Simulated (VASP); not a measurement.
Band structure of ZnGeP2 (space group I-42d). Level of theory: PBE GGA, VASP's PBE PAW potentials (set 64) (plane waves; VASP 6.6.1).

The path is coarsely sampled, so an indirect gap can come out somewhat too large.

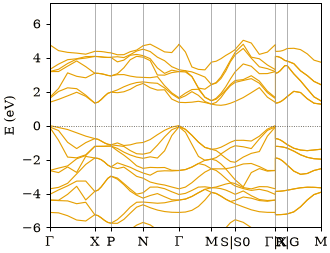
Figure. Bands along high-symmetry lines, zero at the valence-band maximum or, without a gap, the Fermi level

Question: Read the plot: is there a gap, and where are the band edges?

Answer: The gap is indirect, 1.19 eV, from the valence maximum at Γ to the conduction minimum at M-S at 0.40.

The structure comes from a computed database's ZnGeP2 entry; how it stands against other phases isn't given here. The cell was not relaxed at this level.
